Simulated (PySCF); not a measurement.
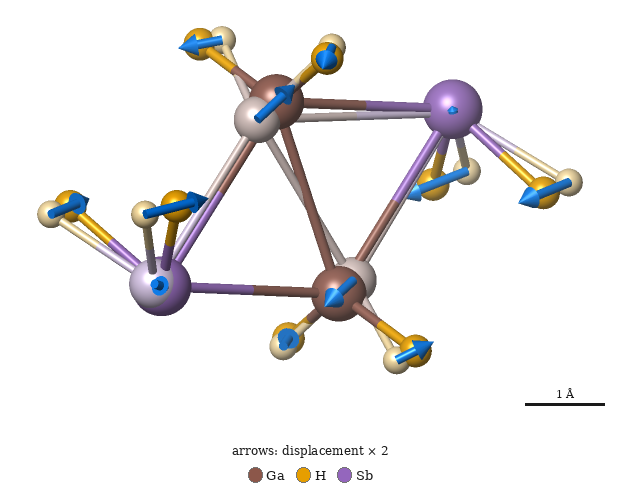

This is a relaxation of Ga2Sb2H8. The starting structure is drawn faded, the final one solid; blue arrows show the displacements, magnified 2 times. The two geometries are superimposed by the best rigid fit.

The picture is a ball-and-stick view, seen at a tilt.

The start comes from GFN2-xTB. Its atoms were then displaced at random by about 0.03 Å.

Computed with PySCF, PBE0-D3(BJ)/def2-SVP geometry optimisation, gas phase. 

Describe the change and its energy.

The largest move after the best rigid fit is that of an H atom, 0.50 Å. Largest moves by element: H 0.50 Å, Ga 0.37 Å, Sb 0.16 Å. Some distances before and after: Ga–Sb 3.206 → 2.768 Å, Ga–Sb 2.588 → 2.911 Å, Ga–Sb 3.080 → 2.768 Å, Ga–Sb 2.616 → 2.911 Å. Bond angles that change, for instance: H–Ga–H 102.0° → 127.6°, H–Ga–Sb 128.5° → 104.7°, H–Ga–H 105.0° → 127.2°. After 11 geometry steps the energy has fallen by 96.5 kJ/mol.
